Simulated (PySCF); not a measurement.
**C$_{4}$H$_{7}$BO$_{2}$Si (SMILES O[SiH2]Bc1ccoc1): density, localisation and related maps**

```yaml
atoms:
  - { symbol: O, position_ang: [-2.7451, 0.1339, 0.5180] }
  - { symbol: Si, position_ang: [-1.9755, -1.3079, 0.3354] }
  - { symbol: B, position_ang: [-0.3305, -1.1440, -0.7259] }
  - { symbol: C, position_ang: [0.7113, -0.0596, -0.4238] }
  - { symbol: C, position_ang: [0.8009, 0.8208, 0.7080] }
  - { symbol: C, position_ang: [1.8778, 1.6172, 0.5065] }
  - { symbol: O, position_ang: [2.4731, 1.3190, -0.6676] }
  - { symbol: C, position_ang: [1.7801, 0.3165, -1.2088] }
  - { symbol: H, position_ang: [-2.2663, 0.9224, 0.7557] }
  - { symbol: H, position_ang: [-1.7228, -1.8580, 1.6883] }
  - { symbol: H, position_ang: [-3.0935, -2.0779, -0.2154] }
  - { symbol: H, position_ang: [-0.0896, -1.8544, -1.6290] }
  - { symbol: H, position_ang: [0.1524, 0.8269, 1.5608] }
  - { symbol: H, position_ang: [2.3132, 2.4059, 1.0877] }
  - { symbol: H, position_ang: [2.1101, -0.0529, -2.1607] }
```

Geometry: GFN2-xTB.

Theory: PBE0/pcSseg-1, SCF density, gas phase, non-relativistic (PySCF).

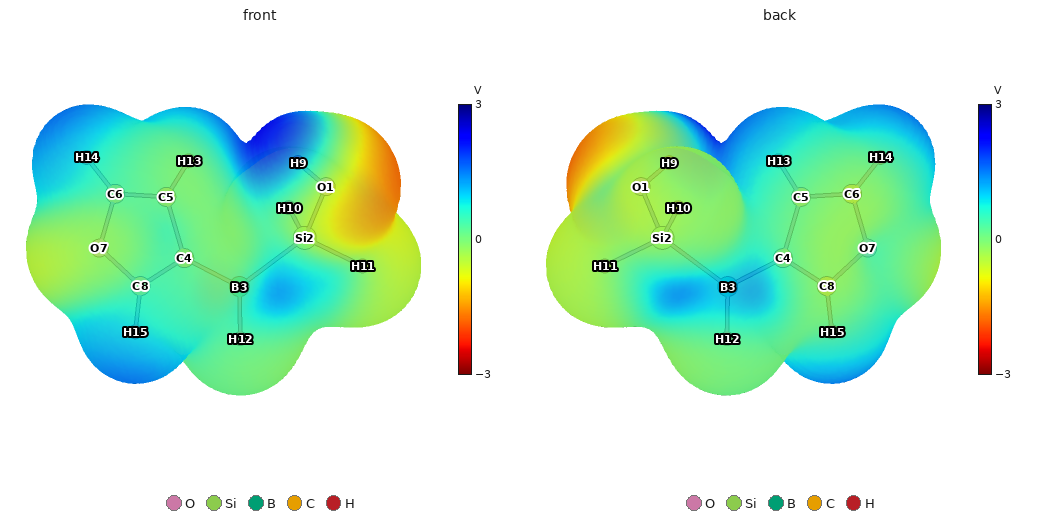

Figure 1. The molecular electrostatic potential painted on the density surface at 0.002 e/bohr³, seen from the front and from behind; red is negative and blue positive.

> Which sites attract a positive test charge, and which a negative one?

A positive charge is drawn to the negative regions and a negative charge to the positive ones. The most negative region (about −1.7 V) lies over O1, the most positive (about +2.3 V) over H9. O1 is the likeliest acceptor of a hydrogen bond.

> What dipole moment does the calculation give?

Its dipole moment is 3.18 D.

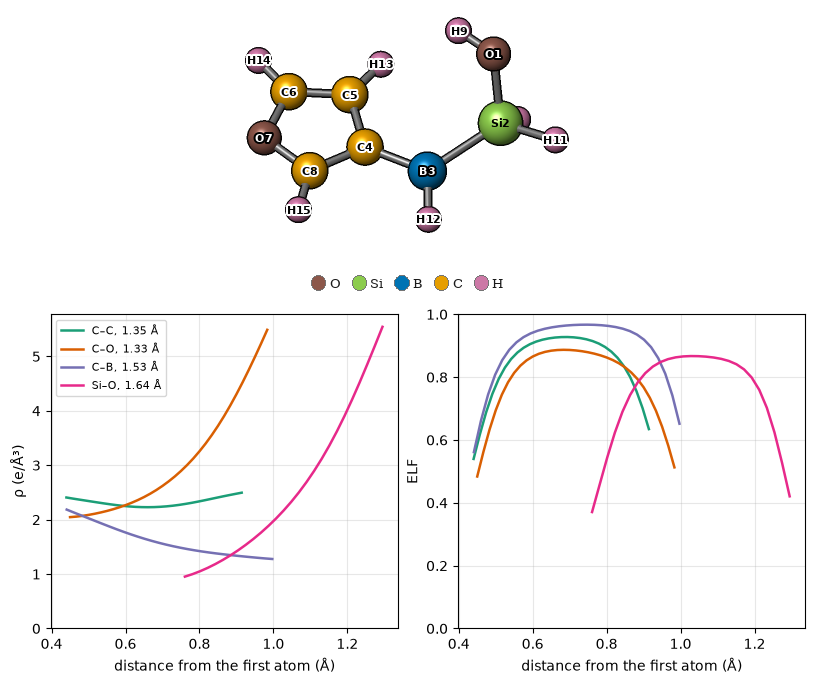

Figure 2. Electron density and ELF along straight lines between neighbouring atoms. The curves leave out the atomic cores. The structure is drawn too.

> What kind of bonding do the profiles show?

C–C (1.35 Å): ρ at the midpoint is about 2.2 e/Å³; the ELF peaks at about 0.95 between the atoms, as expected for a covalent bond.
C–O (1.33 Å): ρ at the midpoint is about 2.5 e/Å³; the ELF peaks at about 0.90 between the atoms; a shared but strongly polarised pair.
C–B (1.53 Å): ρ is about 1.5 e/Å³ halfway; the ELF peaks at about 0.95 between the atoms, as expected for a covalent bond.
Si–O (1.64 Å): the density is about 1.1 e/Å³ at the midpoint; the ELF peaks at about 0.85 between the atoms, as expected for a shared but strongly polarised pair.
